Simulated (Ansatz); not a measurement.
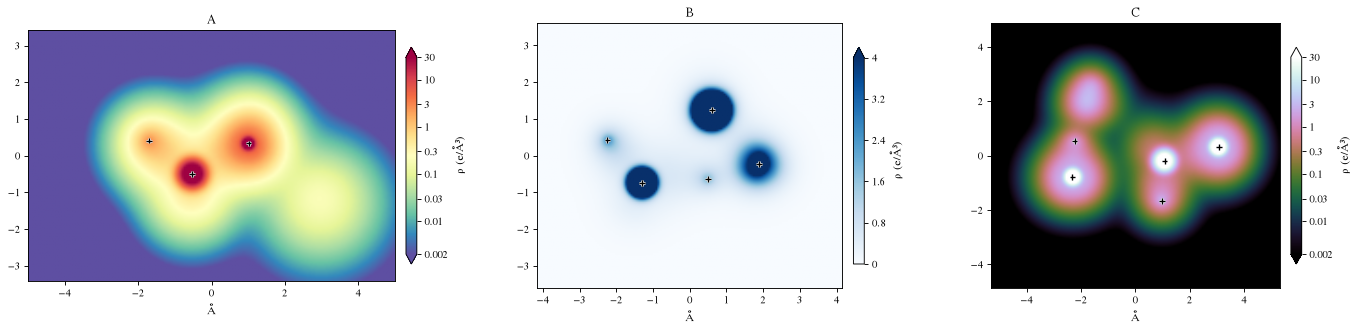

The electron density of 3 systems, each on a plane through atoms (crosses mark nuclei in the plane).

All numbers below come from RKS PBE0-D4/def2-TZVPP (Ansatz).

System 1: ClH$_{4}$NSi···HCl···H$_{2}$O, the plane of atoms H4, Si1 and Cl5. The product side of a reaction path; geometry: PBE0-D4/def2-TZVP.

```yaml
atoms:
  - { symbol: Si, position_ang: [-1.4538, -0.3893, 0.0999] }
  - { symbol: Cl, position_ang: [1.5744, -1.9559, 0.5753] }
  - { symbol: H, position_ang: [-0.9804, -0.9456, -1.1837] }
  - { symbol: H, position_ang: [-1.7544, -1.4530, 1.0797] }
  - { symbol: Cl, position_ang: [-3.2020, 0.6187, -0.3204] }
  - { symbol: H, position_ang: [1.1031, 0.8775, -0.4824] }
  - { symbol: N, position_ang: [-0.3516, 0.8130, 0.7089] }
  - { symbol: H, position_ang: [1.8880, -0.8843, -0.1671] }
  - { symbol: O, position_ang: [1.9429, 0.5622, -0.8890] }
  - { symbol: H, position_ang: [-0.7771, 1.7060, 0.9198] }
  - { symbol: H, position_ang: [0.2072, 0.5110, 1.4983] }
  - { symbol: H, position_ang: [1.8035, 0.5397, -1.8393] }
```

System 2: ClIn···H$_{5}$NSi, the plane of atoms N3, Si2 and H7. The reactant side of a reaction path; geometry: PBE0-D4/def2-TZVP; core potentials replace the inner electrons of In.

```xyz
9

In   -2.2711   -0.9431   -0.9881
Si    0.7227   -0.0654    1.0525
N     0.3137   -0.2109   -0.6397
H     0.0418    0.6497   -1.1104
Cl   -2.2290    1.4322   -1.7126
H    -0.5135    0.3305    1.7728
H     1.7887    0.9304    1.3394
H     1.1707   -1.4070    1.5001
H     0.9759   -0.7162   -1.2139
```

System 3: GaH$_{8}$NSi, the plane of atoms Si2, Ga1 and N6. A transition-state structure; geometry: PBE0-D4/def2-TZVP.

```csv
atom,x (Å),y (Å),z (Å)
Ga,-0.4461,0.1301,-1.2463
Si,0.5126,-1.2461,0.9372
H,0.7393,-0.0285,-2.2482
H,-1.8962,-0.4372,-1.3435
H,0.1089,0.4693,0.5287
N,-0.2978,1.7111,-0.0992
H,1.9388,-1.1902,1.3646
H,-0.3316,-1.5477,2.1272
H,0.3869,-2.4169,0.0124
H,-1.1345,2.1578,0.2493
H,0.4200,2.3983,-0.2822
```

> Which map belongs to which system?

Panel A is system 2, ClIn···H$_{5}$NSi: the plane holds Si, N and H. Si–N (1.75 Å): ρ is about 1.1 e/Å³ halfway. Panel B is system 3, GaH$_{8}$NSi: the plane holds Ga, Si, H and N. Ga–N (1.96 Å): ρ is about 0.7 e/Å³ halfway. Panel C is system 1, ClH$_{4}$NSi···HCl···H$_{2}$O: the plane holds Si, Cl and H. Si–Cl (2.06 Å): ρ at the midpoint is about 0.9 e/Å³.
